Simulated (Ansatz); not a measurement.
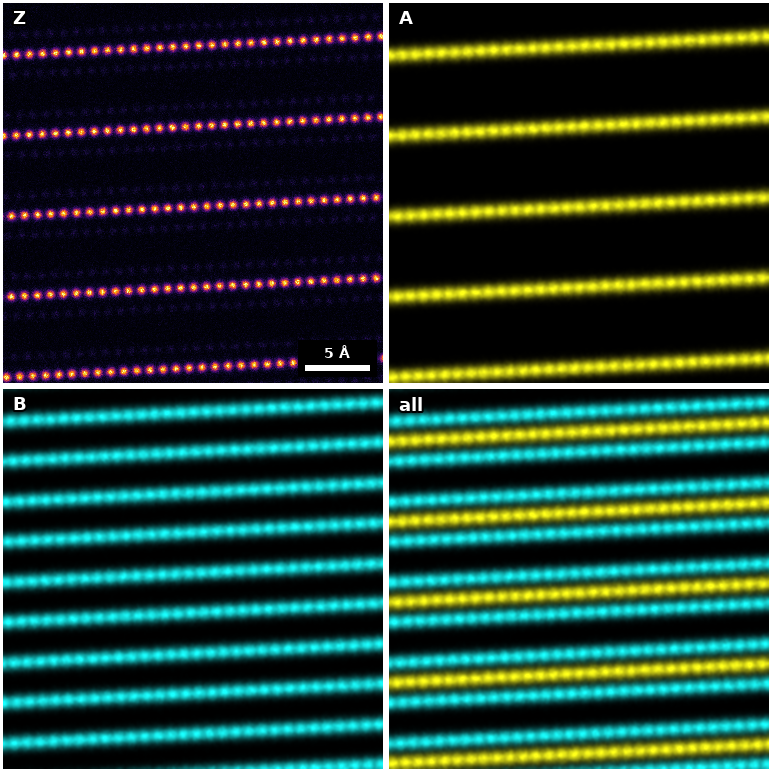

WS$_{2}$ (P6_3/mmc, No. 194) along [310]. Panel Z: Simulation: incoherent imaging, intensity Z^1.8 per atom, probe width 0.50 Å, thin sample. The probe carries 15 % of its weight in a tail 2.5 times as wide. Shot noise was added. The other panels are simulated element maps (the number of atoms of one element along the beam, blurred by 0.9 Å, with counting noise; each on its own scale, no channelling); the last overlays them. Atomic positions: the geometry relaxed with Ansatz 0.2.0, DFT PBEsol, scalar-relativistic, plane waves, PAW.

```cif
data_structure
_symmetry_space_group_name_H-M 'P6_3/mmc'
_symmetry_Int_Tables_number 194
_cell_length_a 3.1461
_cell_length_b 3.1461
_cell_length_c 12.6917
_cell_angle_alpha 90.000
_cell_angle_beta 90.000
_cell_angle_gamma 120.000
_cell_volume 108.79
loop_
_atom_site_label
_atom_site_type_symbol
_atom_site_symmetry_multiplicity
_atom_site_Wyckoff_symbol
_atom_site_fract_x
_atom_site_fract_y
_atom_site_fract_z
_atom_site_occupancy
W1 W 2 c 0.33333 0.66667 0.25000 1
S1 S 4 f 0.33333 0.66667 0.62649 1
```

### Which element does each lettered map show?

A: W, B: S. The projected cell (1.03 × 12.69 Å, 90°) holds 6 columns: 4 of S and 2 of W. No column is shared by two of the mapped elements.
